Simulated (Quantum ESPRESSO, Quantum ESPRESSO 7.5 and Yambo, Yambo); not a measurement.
# PtSe2 (1T monolayer): G0W0 with Yambo, start to end

Wanted: ground state, empty states, screening and self-energy for PtSe2 (1T monolayer).

Calculated with Quantum ESPRESSO 7.5 and Yambo 5.3.0; PBE and many-body steps on it, plane waves.

**Experimental background.**

- Gap 1.9 ± 0.05 eV: quasiparticle gap from STS, domains aligned with graphene; scanning tunneling spectroscopy; 8.5 K; monolayer (MBE-grown monolayer on epitaxial bilayer graphene, twist angle near 0 deg) on bilayer graphene on SiC(0001) (“Angular dependence of the interlayer coupling at the interface between two dimensional materials 1T-PtSe2 and graphene”, 2023, arxiv:2311.08165).

- Gap 2 ± 0.1 eV: quasiparticle gap of the first layer from STS; scanning tunnelling spectroscopy; 77 K; monolayer (MBE-grown first layer on HOPG) on HOPG (“Precise Layer-Dependent Electronic Structure of MBE-Grown PtSe2”, 2021, arxiv:2105.03334).

- Gap 1.95 ± 0.05 eV: quasiparticle gap of 1 ML from STS, average over islands; scanning tunnelling spectroscopy; monolayer (MBE-grown monolayer islands on bilayer graphene) on bilayer graphene on SiC(0001) (“Atomic-layer controlled THz Spintronic emission from Epitaxially grown Two dimensional PtSe2/ferromagnet heterostructures”, 2023, arxiv:2305.06895).

Report form: the programs' logs are mostly left out.

## Step 1: Set-up

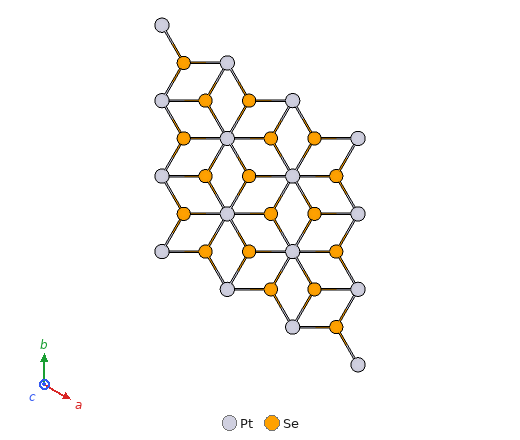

The cell as given, from above (platinum light grey, selenium orange). 3×3×1 cells are drawn. Some periodic images of atoms are drawn too.

The cell holds 3 atoms: 1 Pt and 2 Se. Cell: a = 3.751 Å, b = 3.751 Å, c = 15.000 Å, α = 90.0°, β = 90.0°, γ = 120.0°. Vacuum lies along c.

The structure was relaxed with PBE. The runs that relaxed it are not among those shown. Spin-orbit coupling is left out unless a step names it.

## Step 2: Ground state

This step: Quantum ESPRESSO 7.5; DFT, PBE, plane waves, norm-conserving pseudopotentials.

The ground-state density comes first.

pw.in reads:

```
&control
  calculation = 'scf'
  prefix = 'x'
  outdir = 'o'
  pseudo_dir = 'pseudo'
/
&system
  ibrav = 0
  nat = 3
  ntyp = 2
  ecutwfc = 104.0
  nbnd = 38
  force_symmorphic = .true.
/
&electrons
  conv_thr = 1e-10
  electron_maxstep = 80
  mixing_beta = 0.5
/
ATOMIC_SPECIES
  Pt 195.08 Pt.upf
  Se 78.971 Se.upf
CELL_PARAMETERS angstrom
  3.7512086839 0.0000000000 0.0000000000
  -1.8756043420 3.2486420151 0.0000000000
  0.0000000000 0.0000000000 15.0000000000
ATOMIC_POSITIONS crystal
  Pt 0.0000000000 0.0000000000 0.5000000000
  Se 0.3333333333 0.6666666667 0.5869754134
  Se 0.6666666667 0.3333333333 0.4130245866
K_POINTS automatic
  9 9 1 0 0 0
```

Started as:

```sh
$ OMP_NUM_THREADS=1 mpirun -n 4 pw.x -nk 4 -in pw.in > pw.out
```

Run time: 50 s. Hardware: 4 MPI ranks of Arm Neoverse V1, shared host; peak memory 0.97 GiB.

This step gave:

```yaml
total_energy: -21963.9754 eV
gap: 1.396 eV
k_of_the_valence_top: 0, 0, 0
k_of_the_conduction_bottom: 0, 0.2222, 0
least_direct_gap: 1.501 eV
```

The gap is indirect, with the least direct gap 0.10 eV higher.

## Step 3: Empty states on the mesh, 6×6×1 mesh, 118 bands

The sums over transitions need many empty states on a uniform mesh; this step solves for them.

pw.in: that of step 2 with these lines changed.

```diff
@@ -1,3 +1,3 @@
 &control
-  calculation = 'scf'
+  calculation = 'nscf'
   prefix = 'x'
@@ -11,3 +11,3 @@
   ecutwfc = 104.0
-  nbnd = 38
+  nbnd = 118
   force_symmorphic = .true.
@@ -15,5 +15,6 @@
 &electrons
-  conv_thr = 1e-10
+  conv_thr = 1e-9
   electron_maxstep = 80
-  mixing_beta = 0.5
+  diago_full_acc = .true.
+  diago_thr_init = 5e-6
 /
@@ -31,2 +32,2 @@
 K_POINTS automatic
-  9 9 1 0 0 0
+  6 6 1 0 0 0
```

Elapsed: 55 s, on 4 MPI ranks; peak memory 1.3 GiB; 3.6 min of CPU time.

Numbers from this step:

- gap: 1.671 eV
- k of the valence top: 0.1667, 0.1667, 0
- k of the conduction bottom: 0, 0.1667, 0
- least direct gap: 1.743 eV
- k points computed: 7
- lowest point of the top converged band, above the valence top: 34.85 eV

On this mesh the gap is 1.671 eV. The earlier step found 1.396 eV, so this mesh misses an edge.

## Step 4: Conversion and set-up

This step: Yambo 5.3.0; conversion and set-up on PBE, plane waves, norm-conserving pseudopotentials.

The states are converted to the many-body program's format and the q mesh is built.

Started as:

```sh
$ (cd o/x.save; p2y > p2y.log; mv SAVE ../..); yambo > setup.log
```

Wall time 3.9 s (1 MPI rank); peak memory 0.27 GiB.

## Step 5: Screening and self-energy, 6×6×1 mesh, 118 bands, screening to 108.8 eV

G0W0 replaces the xc potential by the self-energy, built once from these orbitals. Only a window of levels is corrected, while the sums run over the empty bands that the input names.

This step: G0W0 on PBE, plane waves, norm-conserving pseudopotentials.

gw1.in reads:

```
HF_and_locXC
gw0
dyson
ppa
em1d
rim_cut
rim_w
RandQpts= 3000000
RandGvec= 100 RL
CUTGeo= "slab z"
RandGvecW= 9 RL
EXXRLvcs= 104 Ry
VXCRLvcs= 416 Ry
Chimod= "HARTREE"
% BndsRnXp
 1 | 118 |
%
NGsBlkXp= 8 Ry
% LongDrXp
 1 | 1 | 0 |
%
% GbndRnge
 1 | 118 |
%
DysSolver= "n"
ExtendOut
PPAPntXp= 27.21138 eV
% QPkrange
 5 | 5 | 32 | 35 |
 2 | 2 | 32 | 35 |
 1 | 1 | 32 | 35 |
%
```

Started as:

```sh
$ OMP_NUM_THREADS=2 mpirun -n 2 yambo -F gw1.in -J gw1 -C gw1 > gw1.log
```

Run time: 8.3 min. Hardware: 2 MPI ranks; peak memory 2.9 GiB; 27 min of CPU time.

This step gave:

* G0W0 gap on the points computed: 2.766 eV
* starting gap on the mesh: 1.671 eV
* k of the valence top: 0.1667, 0.1667, 0
* k of the conduction bottom: 0, 0.1667, 0
* least direct G0W0 gap on the computed points: 2.789 eV
* Z at the valence top: 0.7421
* Z at the conduction bottom: 0.7465

The gap on the mesh goes from 1.67 eV to 2.77 eV, a correction of +1.09 eV. The start differs from the 1.40 eV found before because the two sample other k points.

Limits: finite bands, cutoff and mesh; no spin polarisation; d states lean on the start; no spin-orbit coupling. v1 is the top filled band, c1 the lowest empty one. Levels before and after the correction, in eV, zero at the valence-band top of each column:

```
           conduction bottom  valence top
Kohn-Sham               1.67         0.00
     G0W0               2.77         0.00
```

```
                        level  energy (eV)
Kohn-Sham      (0 0.167 0) v2       -0.122
Kohn-Sham      (0 0.167 0) v1       -0.071
Kohn-Sham      (0 0.167 0) c1        1.671
Kohn-Sham      (0 0.167 0) c2        2.654
Kohn-Sham  (0.167 0.167 0) v2       -0.660
Kohn-Sham  (0.167 0.167 0) v1        0.000
Kohn-Sham  (0.167 0.167 0) c1        1.806
Kohn-Sham  (0.167 0.167 0) c2        1.841
     G0W0      (0 0.167 0) v2       -0.196
     G0W0      (0 0.167 0) v1       -0.023
     G0W0      (0 0.167 0) c1        2.766
     G0W0      (0 0.167 0) c2        3.915
     G0W0  (0.167 0.167 0) v2       -0.531
     G0W0  (0.167 0.167 0) v1        0.000
     G0W0  (0.167 0.167 0) c1        2.901
     G0W0  (0.167 0.167 0) c2        2.984
```

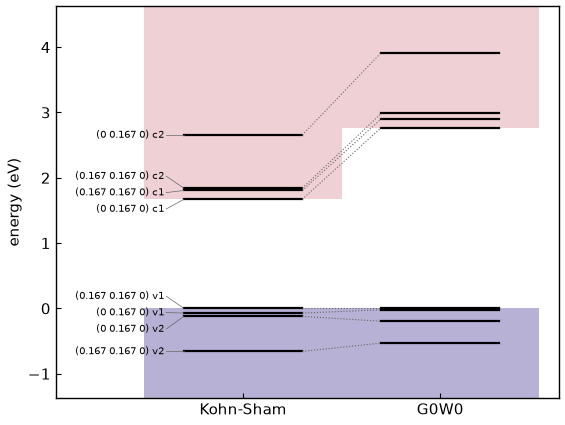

Levels before and after the correction. Shaded: valence and conduction bands.

## Step 6: Where the time went

Times are wall times on the hardware named with each run, good to a factor of about two.

```
                     step     time  share  memory (GiB)
             ground state     50 s    8 %          0.97
 empty states on the mesh     55 s    9 %           1.3
    conversion and set-up    3.9 s    1 %          0.27
screening and self-energy  8.3 min   82 %           2.9
```

## Step 7: Results

| Quantity | Value |
| --- | --- |
| PBE gap | 1.40 eV, indirect |
| G0W0 gap on the mesh | 2.77 eV |
| G0W0 gap over the zone (rigid shift) | 2.49 eV |
| GW settings | 6×6×1 mesh, 118 bands, screening to 108.8 eV, Godby-Needs plasmon pole |
| known limits | not at the basis limit; no spin polarisation; d states lean on the start; no spin-orbit coupling |

In words: G0W0 moves the gap on the mesh from 1.67 eV to 2.77 eV (+1.09 eV), with Z of 0.74 and 0.75 at the edges. The mesh misses the band edges by 0.28 eV in all; a rigid shift gives 2.49 eV for the zone. Only 3 of the mesh's irreducible points were corrected, so a valley elsewhere could overtake. The dearest step here is «screening and self-energy». Against experiment, by G0W0@PBE: the gap of 2.49 eV lies +0.59 eV from the measured 1.9 ± 0.05 eV (electronic, 8.5 K, on bilayer graphene on SiC(0001), 2023); the gap of 2.49 eV lies +0.49 eV from the measured 2 ± 0.1 eV (electronic, 77 K, on HOPG, 2021); the gap of 2.49 eV lies +0.54 eV from the measured 1.95 ± 0.05 eV (electronic, on bilayer graphene on SiC(0001), 2023). The computed sheet is free-standing; a substrate or cover screens it further and lowers both gap and binding, while the exciton line moves little. The calculation has static nuclei and no excitons; a measured gap holds zero-point and thermal motion, which mostly lowers it. With atoms this heavy the missing spin-orbit coupling can matter too. Bands and cutoff are finite, so the gap is not at the basis limit. The miss can reach some tenths of an eV and take either sign; the mesh is an error of its own. In the G0W0 run levels were corrected at 3 k points alone, so a gap called «on the mesh» is the least over those, and an edge elsewhere would be missed. A denser mesh or path gives a starting gap of 1.40 eV: the GW mesh misses a band edge, so its gaps are not the fundamental one. The runs have no spin polarisation. For a closed low-spin shell that is the natural state; where a d or f shell is open it is a constraint, and the gap is then not the crystal's own. With d states at the gap, one-shot GW leans hard on its start.

[Paths, hosts, dates, memory and timing lines, banners, echoed tables and standing remarks are left out of the program output.]

[Logs are printed without paths, hosts, clocks, repeated set-up lines and the standing remarks that a program may print on its own settings, such as how far it seeks lower states.]

[Runs of the session that timed out or met a known fault of the program may be left out.]

[Hosts, paths, dates, database ids (printed as entryN), source tags and the programs' standing remarks are cut or masked in the printed files.]
